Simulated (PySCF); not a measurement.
# C₅H₉ClO₂: excited states, first hyperpolarisability

Aim: compute the excited states, first hyperpolarisability of C₅H₉ClO₂ (`CC(=O)OCCCCl`).

Programs: PySCF 2.14.0, with routines of our own; each step states its level. All values are computed. Atoms count from 0.

### Step 1. The starting structure

17 atoms, charge 0, multiplicity 1; geometry from: GFN2-xTB.

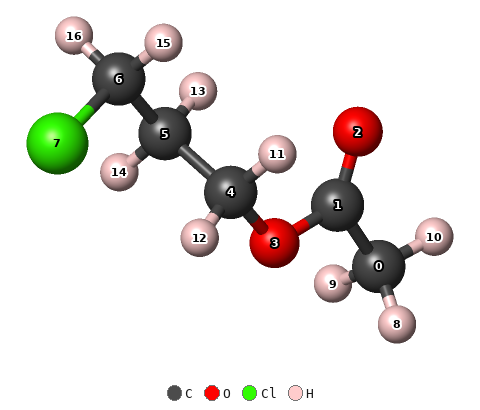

The starting geometry (carbon dark grey, oxygen red, chlorine green, hydrogen pink).

### Step 2. Optimising the geometry at PBE0-D3(BJ)/def2-SVP

What the job is given:

```
{"job": {"xc": "PBE0", "basis": "def2-SVP", "d3": "d3bj", "grid": 2, "kind": "geom"}, "charge": 0, "multiplicity": 1}
C      3.101541    -0.250940    -0.238367
C      1.725470     0.283255     0.054574
O      1.422162     1.446375     0.082074
O      0.863761    -0.715250     0.290216
C     -0.476642    -0.347975     0.601591
C     -1.268668     0.018680    -0.653986
C     -2.694159     0.421445    -0.324584
Cl    -3.598841    -0.945471     0.386199
H      3.401664    -0.941306     0.545401
H      3.081015    -0.794885    -1.179853
H      3.804638     0.573397    -0.306760
H     -0.461657     0.503314     1.291134
H     -0.909052    -1.220612     1.093511
H     -0.778862     0.864054    -1.142603
H     -1.265429    -0.829777    -1.340737
H     -2.718778     1.228587     0.407535
H     -3.235159     0.719139    -1.222301
```

Started as:

```sh
$ OMP_NUM_THREADS=1 python excited_run.py task.json out
```

This one command runs all jobs of the session in turn.

Standard output:

```text
step   0  E = -805.68601049  max force = 0.014037
step   1  E = -805.68690175  max force = 0.002074
step   2  E = -805.68693705  max force = 0.000651
step   3  E = -805.68693688  max force = 0.000896
step   4  E = -805.68694317  max force = 0.000183
optimisation converged
```

It took 47 s on 1 thread of Arm Neoverse V2, shared host; peak memory 0.76 GiB.

Relaxation path:

| step | energy from step 0 (eV) | largest force component (eV/Å) |
| --- | --- | --- |
| 0 | 0.0000 | 0.7218 |
| 1 | -0.0243 | 0.1066 |
| 2 | -0.0252 | 0.0335 |
| 3 | -0.0252 | 0.0461 |
| 4 | -0.0254 | 0.0094 |

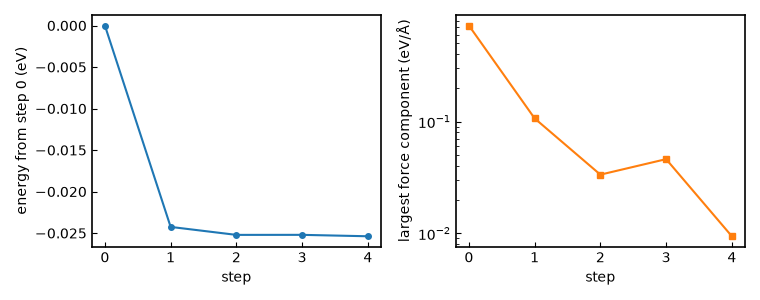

Energy and largest force along the relaxation.

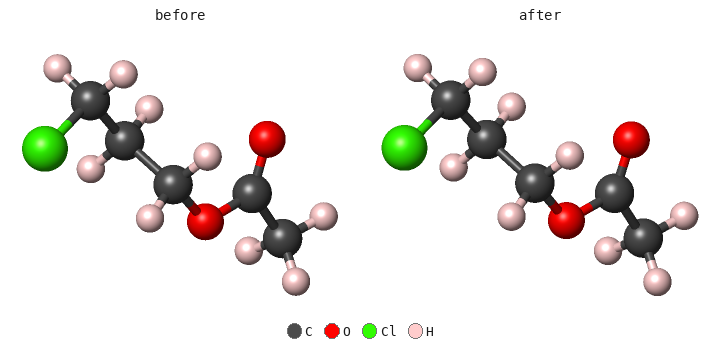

Before and after, at one scale.

Close pairs (by a distance rule), those that changed most:

| bond | before (Å) | after (Å) | change (Å) |
| --- | --- | --- | --- |
| C0–H8 | 1.087 | 1.099 | +0.012 |
| C0–H9 | 1.088 | 1.100 | +0.012 |
| C4–C5 | 1.529 | 1.517 | -0.012 |
| C5–H14 | 1.092 | 1.102 | +0.010 |
| C5–H13 | 1.092 | 1.102 | +0.010 |
| C0–H10 | 1.086 | 1.095 | +0.010 |
| C6–H15 | 1.090 | 1.099 | +0.009 |
| C6–Cl7 | 1.787 | 1.795 | +0.008 |

The end geometry stands in the next job.

| at the end point | value |
| --- | --- |
| point group (found at 0.08 Å tolerance) | C1 |
| rotational constants (GHz, main isotopes) | 5.490, 0.623, 0.590 |
| dipole moment (D) | 1.32 |

### Step 3. Excited states: TDA CAM-B3LYP/def2-TZVP

What the job is given:

```
{"job": {"kind": "states", "xc": "CAM-B3LYP", "basis": "def2-TZVP", "tda": true, "soc": true, "nstates": 6, "ntriplets": 5, "nquad": 4}, "charge": 0, "multiplicity": 1}
C      2.541821    -0.929804    -0.370389
C      1.183263    -0.384945    -0.043308
O      0.895540     0.780801     0.033669
O      0.302474    -1.377814     0.155191
C     -1.029822    -0.997911     0.476783
C     -1.819385    -0.630745    -0.765724
C     -3.255444    -0.260598    -0.471725
Cl    -4.179691    -1.627708     0.234568
H      2.866190    -1.628396     0.413826
H      2.493964    -1.498290    -1.310854
H      3.255972    -0.105080    -0.467716
H     -1.009442    -0.150545     1.180077
H     -1.475659    -1.869055     0.974012
H     -1.341649     0.239322    -1.245391
H     -1.787325    -1.467637    -1.481550
H     -3.321455     0.568212     0.247670
H     -3.783620     0.034127    -1.387721
```

With the program's defaults for keys left out, this is: TDA CAM-B3LYP/def2-TZVP excited states, vertical, gas phase, spin-orbit mean-field couplings.

Standard output:

```text
coarse grid: 14808 points
cycle   1  E = -806.4473924670  dE =  1.208e+00  |g| = 9.812e-01  |ddm| = 3.043e+00
cycle   2  E = -806.2727545601  dE =  1.746e-01  |g| = 1.449e+00  |ddm| = 1.647e+00
cycle   3  E = -806.6243634743  dE = -3.516e-01  |g| = 1.753e-01  |ddm| = 1.099e+00
cycle   4  E = -806.6288112644  dE = -4.448e-03  |g| = 8.625e-02  |ddm| = 1.451e-01
cycle   5  E = -806.6300011274  dE = -1.190e-03  |g| = 1.690e-02  |ddm| = 5.575e-02
cycle   6  E = -806.6300591223  dE = -5.799e-05  |g| = 4.601e-03  |ddm| = 1.469e-02
cycle   7  E = -806.6300639702  dE = -4.848e-06  |g| = 1.082e-03  |ddm| = 5.416e-03
final grid: 138552 points
cycle   8  E = -806.6237628140  dE = -5.613e-05  |g| = 4.775e-03  |ddm| = 4.958e-02
cycle   9  E = -806.6237627073  dE =  1.067e-07  |g| = 4.843e-03  |ddm| = 6.839e-03
cycle  10  E = -806.6237672046  dE = -4.497e-06  |g| = 7.784e-04  |ddm| = 2.918e-03
cycle  11  E = -806.6237672892  dE = -8.459e-08  |g| = 3.110e-04  |ddm| = 6.102e-04
cycle  12  E = -806.6237673048  dE = -1.558e-08  |g| = 1.147e-04  |ddm| = 3.243e-04
cycle  13  E = -806.6237673072  dE = -2.389e-09  |g| = 3.059e-05  |ddm| = 8.573e-05
cycle  14  E = -806.6237673074  dE = -1.969e-10  |g| = 7.760e-06  |ddm| = 3.518e-05
converged SCF energy = -806.6237673074

Singlet excitations
state   eV       nm        f     d(h-e)  d(exc)  Lambda  PR(NTO)  |dmu|/D   mu/D   main configurations
  1   6.0001   206.6   0.00148   0.662   2.016   0.485   1.003    1.432    1.214   H->L 0.86
  2   7.5418   164.4   0.00135   0.511   2.307   0.488   1.018    1.310    1.459   H-1->L+1 0.46, H-1->L+3 0.17, H-2->L+1 0.12
  3   7.6533   162.0   0.00194   0.548   2.322   0.476   1.018    1.332    1.571   H-2->L+1 0.52, H-2->L+3 0.17, H-1->L+1 0.11
  4   8.3086   149.2   0.05891   0.816   2.811   0.448   1.626    2.814    1.982   H-3->L 0.43, H-1->L 0.24, H->L+2 0.15
  5   8.4809   146.2   0.13039   1.222   3.193   0.339   1.433                     H->L+2 0.73, H-3->L 0.09
  6   8.7200   142.2   0.00311   1.291   2.706   0.477   1.051                     H-4->L 0.42, H-5->L 0.20, H-6->L 0.11

Triplet excitations (Tamm-Dancoff)
state   eV     d(h-e)  d(exc)  Lambda  PR(NTO)   main configurations
  1   5.4526   0.649   1.996   0.483   1.004   H->L 0.85
  2   6.2108   0.540   2.049   0.521   1.008   H-3->L 0.58, H-1->L 0.13
  3   6.7008   0.480   2.179   0.485   1.009   H-1->L+1 0.39, H-2->L+1 0.17, H-1->L+3 0.17
  4   6.7839   0.490   2.185   0.479   1.008   H-2->L+1 0.42, H-2->L+3 0.20, H-1->L+1 0.14
  5   8.2502   0.976   3.101   0.314   1.054   H->L+2 0.84
S1 - T1 = 0.5475 eV

Spin-orbit couplings |<S|Hso|T>| (cm-1)
             T1       T2       T3       T4       T5
S0       60.569    4.833  230.111  232.418    5.894
S1        1.080   38.461    0.647    0.943    4.500
S2        0.296    1.855   25.084  265.100    4.063
S3        0.721    3.116  265.350   27.187    3.761
S4       22.369    0.981    9.832   11.013    2.301
S5       11.806    1.320    5.696    8.898    1.400
S6       35.728    8.792    5.465    3.169    2.869
T1 sublevels (cm-1): 0.000 0.053 0.347   radiative rates (1/s): 0.2 35.4 749
```

Wall time 78 s (1 thread of Arm Neoverse V2, shared host); peak memory 1.3 GiB.

In short:

| quantity | value |
| --- | --- |
| S1 less T1 | 0.55 eV |

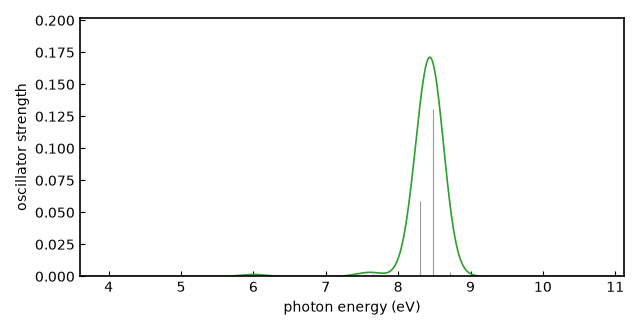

Absorption lines of the singlets. Lines are broadened to a width of 0.40 eV (Gaussian).

The fields below are evaluated on a grid from the run's orbitals.

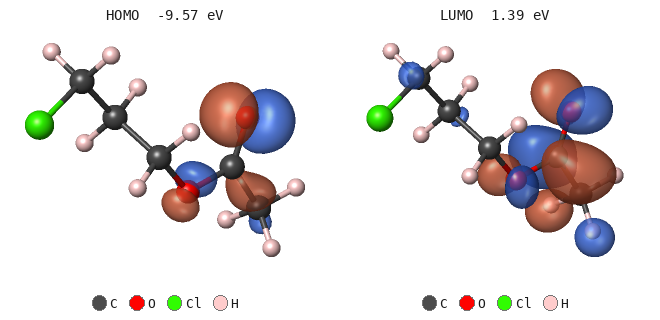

Frontier orbitals at CAM-B3LYP/def2-TZVP; each surface holds 70 % of the orbital's density, blue and red mark the sign.

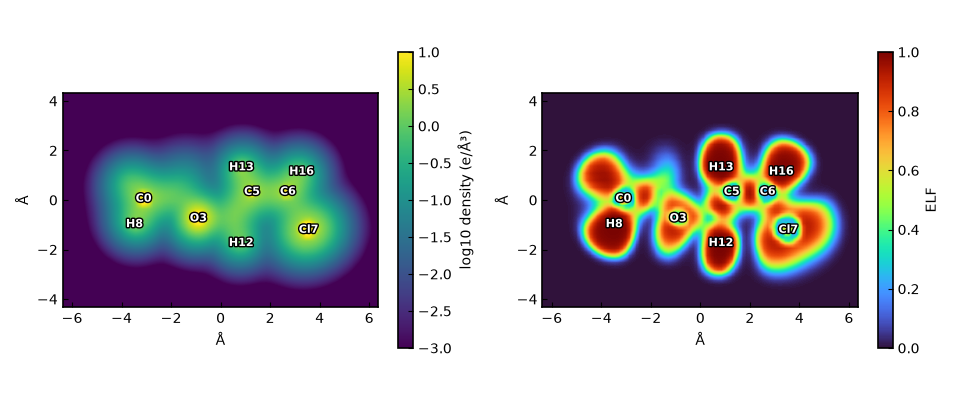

Density (left) and ELF (right) in a plane through or near 9 of the atoms.

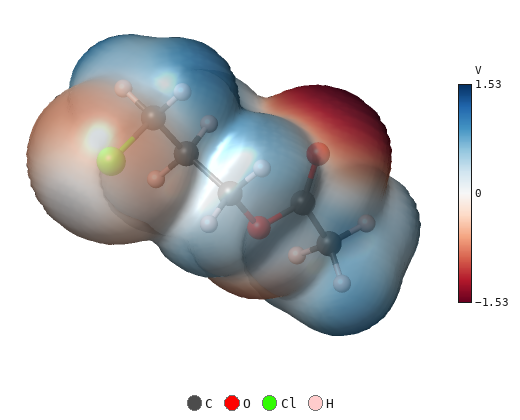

Electrostatic potential on the surface of density 0.002 e/bohr³; red is low, blue high. It runs from -1.53 V near O2 to 1.07 V near H16.

### Step 4. Excited states: TDDFT CAM-B3LYP/aug-cc-pVDZ

Settings changed since step 3:

```diff
@@ -1,2 +1,2 @@
-{"job": {"kind": "states", "xc": "CAM-B3LYP", "basis": "def2-TZVP", "tda": true, "soc": true, "nstates": 6, "ntriplets": 5, "nquad": 4}, "charge": 0, "multiplicity": 1}
+{"job": {"kind": "states", "xc": "CAM-B3LYP", "basis": "aug-cc-pVDZ", "tpa": true, "nstates": 8, "nquad": 6, "ntriplets": 0}, "charge": 0, "multiplicity": 1}
 C      2.541821    -0.929804    -0.370389
```

With the program's defaults for keys left out, this is: TDDFT CAM-B3LYP/aug-cc-pVDZ excited states, vertical, gas phase, two-photon moments by quadratic response.

Standard output:

```text
coarse grid: 14808 points
cycle   1  E = -806.3196678211  dE =  1.259e+00  |g| = 9.253e-01  |ddm| = 1.012e+01
cycle   2  E = -806.1576123351  dE =  1.621e-01  |g| = 1.365e+00  |ddm| = 3.139e+00
cycle   3  E = -806.4893814062  dE = -3.318e-01  |g| = 1.655e-01  |ddm| = 1.852e+00
cycle   4  E = -806.4937876908  dE = -4.406e-03  |g| = 7.406e-02  |ddm| = 3.041e-01
cycle   5  E = -806.4947450760  dE = -9.574e-04  |g| = 1.585e-02  |ddm| = 1.067e-01
cycle   6  E = -806.4948002870  dE = -5.521e-05  |g| = 3.841e-03  |ddm| = 4.064e-02
cycle   7  E = -806.4948041214  dE = -3.834e-06  |g| = 9.952e-04  |ddm| = 1.146e-02
final grid: 138552 points
cycle   8  E = -806.5170780733  dE = -2.536e-05  |g| = 3.342e-03  |ddm| = 1.401e-01
cycle   9  E = -806.5170784572  dE = -3.839e-07  |g| = 3.262e-03  |ddm| = 2.210e-02
cycle  10  E = -806.5170808721  dE = -2.415e-06  |g| = 5.123e-04  |ddm| = 7.013e-03
cycle  11  E = -806.5170809153  dE = -4.316e-08  |g| = 2.009e-04  |ddm| = 1.001e-03
cycle  12  E = -806.5170809223  dE = -7.016e-09  |g| = 8.401e-05  |ddm| = 5.650e-04
cycle  13  E = -806.5170809238  dE = -1.460e-09  |g| = 1.823e-05  |ddm| = 1.406e-04
cycle  14  E = -806.5170809239  dE = -7.799e-11  |g| = 5.992e-06  |ddm| = 4.829e-05
converged SCF energy = -806.5170809239

Singlet excitations
state   eV       nm        f     d(h-e)  d(exc)  Lambda  PR(NTO)  |dmu|/D   mu/D   delta(TPA)   sigma/GM   main configurations
  1   5.9390   208.8   0.00109   0.660   2.064   0.298   1.005    1.443    1.266        0.24      0.003   H->L+4 0.31, H->L+7 0.30, H->L+8 0.18
  2   7.2945   170.0   0.00335   0.468   2.805   0.263   1.028    1.127    2.002        1.15      0.022   H-1->L+5 0.15, H-1->L+1 0.15, H-1->L+8 0.10
  3   7.3547   168.6   0.03138   0.898   3.894   0.183   1.018    3.820    2.710       40.60      0.805   H->L 0.70
  4   7.4069   167.4   0.00486   0.461   2.784   0.254   1.024    1.042    1.994        8.37      0.168   H-2->L+5 0.17, H-2->L+1 0.14, H-2->L+8 0.11
  5   7.6403   162.3   0.01949   0.712   3.771   0.210   1.073    3.317    4.171       24.46      0.523   H-1->L 0.26, H-1->L+1 0.22, H-1->L+3 0.12
  6   7.7849   159.3   0.03231   0.705   3.789   0.196   1.059    3.257    4.221       23.43      0.520   H-2->L+1 0.24, H-2->L 0.24, H-2->L+3 0.13
  7   7.9510   155.9   0.03875   0.691   4.018   0.221   2.087                                            H->L+1 0.34, H-3->L+4 0.09
  8   8.0174   154.6   0.00842   0.555   4.245   0.199   2.090                                            H-3->L 0.26, H->L+1 0.21, H-1->L 0.12
```

Run time: 77 s. Hardware: 1 thread of Arm Neoverse V2, shared host; peak memory 1.1 GiB.

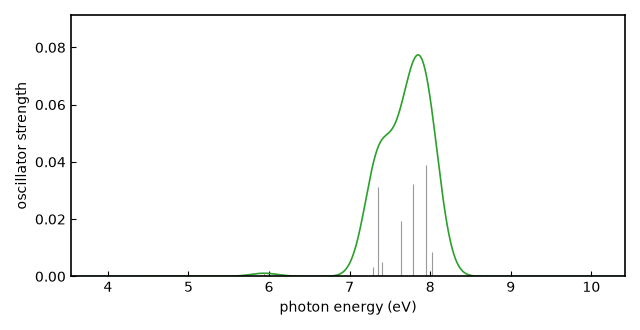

Absorption lines of the singlets. Lines are broadened to a width of 0.40 eV (Gaussian).

### Step 5. First hyperpolarisability: quadratic response CAM-B3LYP/aug-cc-pVDZ

Settings changed since step 4:

```diff
@@ -1,2 +1,2 @@
-{"job": {"kind": "states", "xc": "CAM-B3LYP", "basis": "aug-cc-pVDZ", "tpa": true, "nstates": 8, "nquad": 6, "ntriplets": 0}, "charge": 0, "multiplicity": 1}
+{"job": {"kind": "beta", "xc": "CAM-B3LYP", "basis": "aug-cc-pVDZ"}, "charge": 0, "multiplicity": 1}
 C      2.541821    -0.929804    -0.370389
```

With the program's defaults for keys left out, this is: quadratic response CAM-B3LYP/aug-cc-pVDZ first hyperpolarisability, Taylor convention, gas phase.

Standard output:

```text
coarse grid: 14808 points
cycle   1  E = -806.3196678211  dE =  1.259e+00  |g| = 9.253e-01  |ddm| = 1.012e+01
cycle   2  E = -806.1576123351  dE =  1.621e-01  |g| = 1.365e+00  |ddm| = 3.139e+00
cycle   3  E = -806.4893814062  dE = -3.318e-01  |g| = 1.655e-01  |ddm| = 1.852e+00
cycle   4  E = -806.4937876908  dE = -4.406e-03  |g| = 7.406e-02  |ddm| = 3.041e-01
cycle   5  E = -806.4947450760  dE = -9.574e-04  |g| = 1.585e-02  |ddm| = 1.067e-01
cycle   6  E = -806.4948002870  dE = -5.521e-05  |g| = 3.841e-03  |ddm| = 4.064e-02
cycle   7  E = -806.4948041214  dE = -3.834e-06  |g| = 9.952e-04  |ddm| = 1.146e-02
final grid: 138552 points
cycle   8  E = -806.5170780733  dE = -2.536e-05  |g| = 3.342e-03  |ddm| = 1.401e-01
cycle   9  E = -806.5170784572  dE = -3.839e-07  |g| = 3.262e-03  |ddm| = 2.210e-02
cycle  10  E = -806.5170808721  dE = -2.415e-06  |g| = 5.123e-04  |ddm| = 7.013e-03
cycle  11  E = -806.5170809153  dE = -4.316e-08  |g| = 2.009e-04  |ddm| = 1.001e-03
cycle  12  E = -806.5170809223  dE = -7.016e-09  |g| = 8.401e-05  |ddm| = 5.650e-04
cycle  13  E = -806.5170809238  dE = -1.460e-09  |g| = 1.823e-05  |ddm| = 1.406e-04
cycle  14  E = -806.5170809239  dE = -7.799e-11  |g| = 5.992e-06  |ddm| = 4.829e-05
converged SCF energy = -806.5170809239

Lowest singlets (eV, f): 5.9390 0.0011  7.2945 0.0034  7.3547 0.0314

First hyperpolarisability (au)
process     nm      |vector|   parallel      HRS      DR
static         -       15.15      -0.09      23.23   1.611
shg       1907.0       15.05      -0.44      23.88   1.604
eope      1907.0       15.12       -0.2          -       -
shg       1064.0       14.82      -1.34      25.45   1.588
eope      1064.0       15.05      -0.46          -       -
```

It took 63 s on 1 thread of Arm Neoverse V2, shared host; peak memory 1.2 GiB.

### Step 6. Summary of results

```
                                                   quantity                                             value
                                                point group                                                C1
                       rotational constants (main isotopes)                              5.49, 0.62, 0.59 GHz
               S1 less T1 (step 3, TDA CAM-B3LYP/def2-TZVP)                                           0.55 eV
                      surface potential, least and greatest                                -1.53 V and 1.07 V
β vector (step 5, quadratic response CAM-B3LYP/aug-cc-pVDZ)  static 15, SHG 1907.0 nm 15, SHG 1064.0 nm 15 au
```

**Reading.** The optimisation took 4 steps and gained 0.025 eV; among the close pairs (by a distance rule), C0–H8 changed most, from 1.087 to 1.099 Å. In step 3, the number of triplets below S1 is 1, and the largest singlet-triplet spin-orbit coupling is S3–T3, 265.35 cm⁻¹.
